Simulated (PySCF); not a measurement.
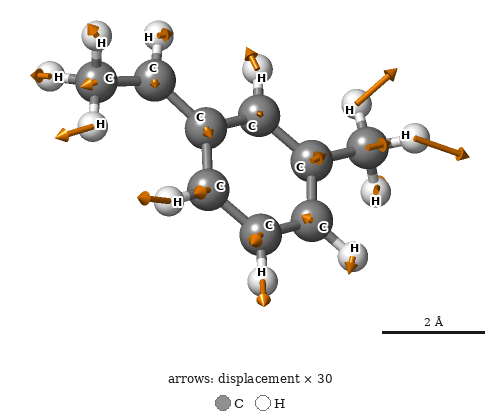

A relaxation of C9H11 (charge +1). The starting structure is drawn; orange arrows show the displacements, 30 times their true length. The two geometries are superimposed by the best rigid fit.

A ball-and-stick model, seen at a tilt.

The start comes from GFN2-xTB.

The calculation used PBE0-D3(BJ)/def2-SVP geometry optimisation, gas phase (PySCF 2.14.0, density-fitted response routines). 

Which element moves most?

Hydrogen: up to 0.043 Å, against 0.021 Å for carbon.

What happened in the run?

Over 6 geometry steps the energy falls by 1.06 kcal/mol. The largest force component goes from 0.49 to 0.0071 eV/Å. The largest moves after the best rigid fit, 0.043 Å, are those of H atoms. By element the largest moves are H 0.043 Å, C 0.021 Å. Among the contacts that change: C–H 1.080 → 1.094 Å, C–H 1.096 → 1.107 Å, C–C 1.448 → 1.458 Å, C–C 1.395 → 1.404 Å.
